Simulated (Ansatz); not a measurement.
**CH6AsGeN (SMILES C=[N][GeH2][AsH2]): density, localisation and related maps**

```yaml
atoms:
  - { symbol: C, position_ang: [-1.2059, 1.0881, 0.7594] }
  - { symbol: N, position_ang: [-1.3028, 0.2533, -0.2099] }
  - { symbol: Ge, position_ang: [-0.1301, -1.1731, -0.3723] }
  - { symbol: As, position_ang: [2.1030, -0.3514, -0.6802] }
  - { symbol: H, position_ang: [-0.4345, 0.9818, 1.5164] }
  - { symbol: H, position_ang: [-1.9051, 1.9137, 0.8291] }
  - { symbol: H, position_ang: [-0.1918, -2.0432, 0.9089] }
  - { symbol: H, position_ang: [-0.5321, -2.0300, -1.5997] }
  - { symbol: H, position_ang: [1.6189, 0.7402, -1.6897] }
  - { symbol: H, position_ang: [1.9804, 0.6206, 0.5381] }
```

These are results of SCF PBE0, Gaussian basis (Ansatz), not measurements.

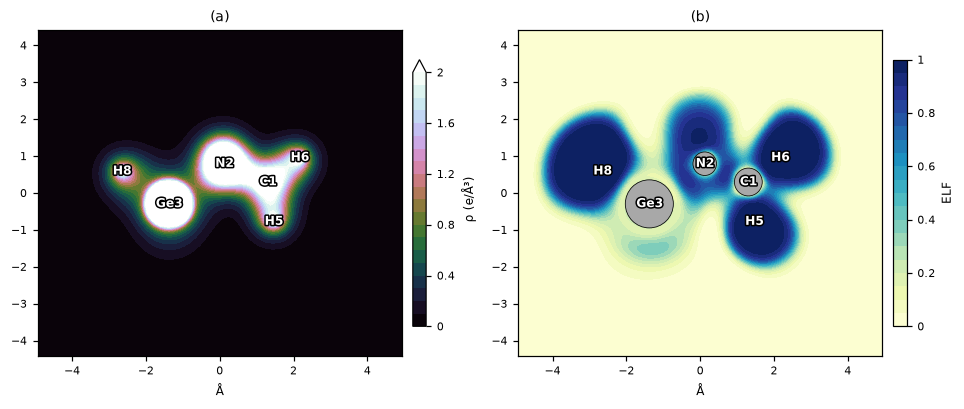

Figure 1. (a) total electron density; (b) ELF on the plane of atoms N2, Ge3 and H8. Grey discs cover the atomic cores in the ELF map.

What do the fields say about this system?

Answer.
- Atoms in the plane: C, N, Ge and H.
- C–N (1.28 Å): ρ is about 2.7 e/Å³ halfway; the ELF peaks at about 0.90 between the atoms (a covalent bond).
- Ge–N (1.85 Å): the density is about 0.93 e/Å³ at the midpoint; the ELF peaks at about 0.90 in the valence shell of N, 0.7 Å from its nucleus, and is about 0.50 at the midpoint.
- C–H (1.08 Å): the density is about 2 e/Å³ at the midpoint; the ELF climbs to about 1 towards the hydrogen, as it does in any bond to H (a covalent bond by its length).
- Ge–H (1.55 Å): ρ at the midpoint is about 1 e/Å³; the ELF climbs to about 1 towards the hydrogen.
- The ELF also peaks beside N2, away from the bonds: lone-pair regions.

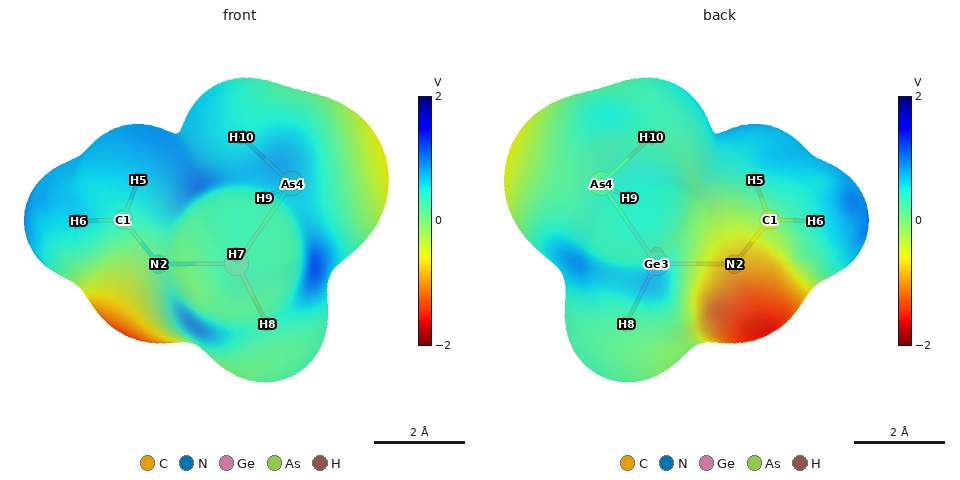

Figure 2. The electrostatic potential painted on the density surface at 0.002 e/bohr³, seen from the front and from behind; the colour scale runs from red (negative) to blue (positive).

Describe the electrostatic potential map.

Answer. The most negative region (about −1.6 V, or −37 kcal/mol for a unit charge) lies over N2, the most positive (about +1.1 V, or +25 kcal/mol for a unit charge) over Ge3. N2 is the likeliest acceptor of a hydrogen bond.

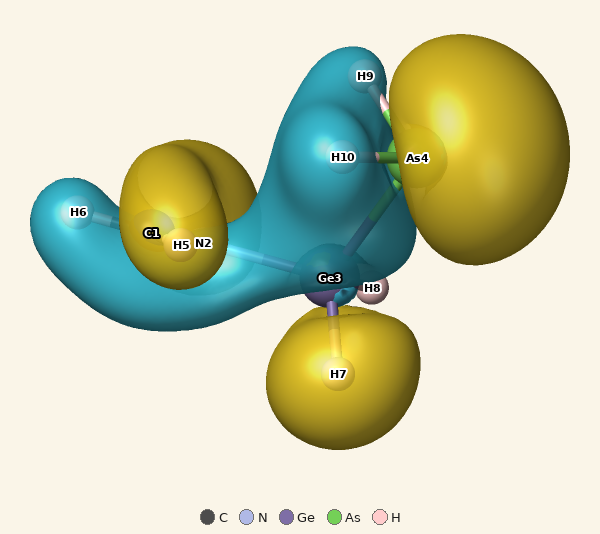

Figure 3. The HOMO−1 at ±0.06 Å⁻³ᐟ² (yellow and cyan are the two phases), seen at an oblique angle.

What is the character of this orbital?

Answer. Its weight (Hirshfeld) is mainly on As4 (about 40 %), N2 (about 20 %), Ge3 (about 15 %), C1 (about 10 %) and H7 (about 5 %). Its energy is −7.67 eV.
